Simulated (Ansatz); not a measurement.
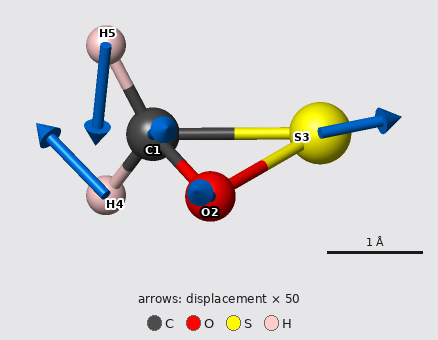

CH2OS. The blue arrows show how the atoms are displaced, magnified 50 times. Style: ball-and-stick. Shown from a free direction.

Level of theory: Ansatz 0.2.0, RKS r2SCAN-D4/def2-TZVPP. 

> What was done to the structure, and with what result?

All atoms are moved at random (σ = 0.02 Å) from the PBE0-D4/def2-TZVP minimum. It costs 2.09 kJ/mol. The largest force is 1.3 eV/Å, on C1. At other levels of theory the same distortion costs 1.20 kJ/mol (RKS PBE-D4/def2-TZVPP), 3.00 kJ/mol (RKS PBE0-D4/def2-TZVPP), 2.76 kJ/mol (RKS wB97M-V/def2-TZVPP), 1.43 kJ/mol (RHF-CCSD(T), frozen core/def2-TZVPP). Near-neighbour distances before and after: O2–S3 1.719 → 1.747 Å, C1–H5 1.088 → 1.064 Å, C1–H4 1.088 → 1.107 Å, C1–S3 1.760 → 1.775 Å. Bond angles that change, for instance: H4–C1–H5 116.9° → 114.0°.
